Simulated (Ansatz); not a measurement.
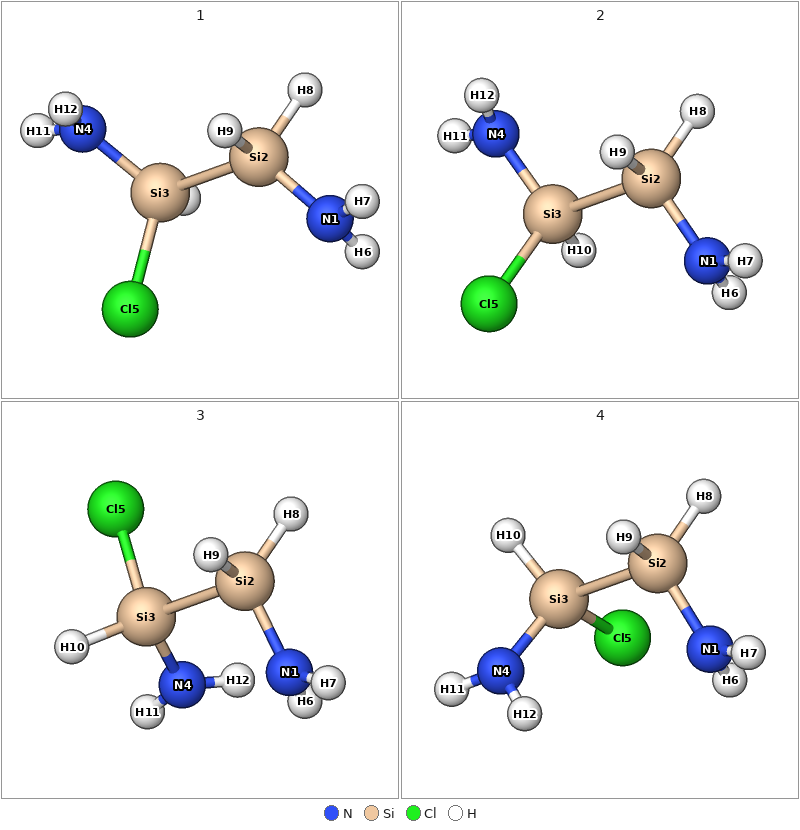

ClH₇N₂Si₂, SMILES N[SiH2][SiH](N)Cl. The first coordinate is: angle N1–Si2–Si3; the second: dihedral N1–Si2–Si3–N4. Nothing is relaxed (all other coordinates rigid). The scan uses a 15 × 15 grid. Points are written as (first, second). All energies are given in kcal/mol relative to the lowest grid point. Method: RHF/def2-SVP (Ansatz).

The numbered pictures are structures from this grid.

Question: Rank them by energy, lowest first.

Answer: 4, at (105.0°, 60°): 0.0 kcal/mol; 2, at (108.6°, −180°): 2.2 kcal/mol; 3, at (97.9°, −36°): 4.3 kcal/mol; 1, at (126.4°, 156°): 9.9 kcal/mol.

The map, with the structures marked:

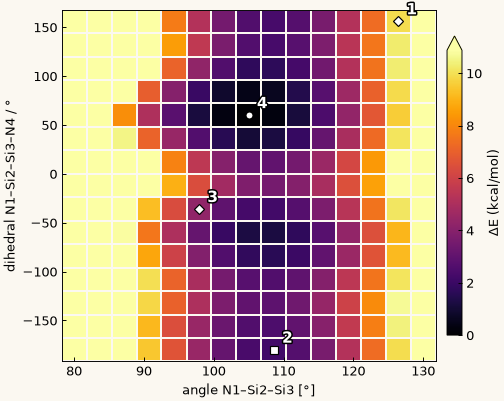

The picture shows one coloured cell a grid point, one colour for all values above the top of the scale.
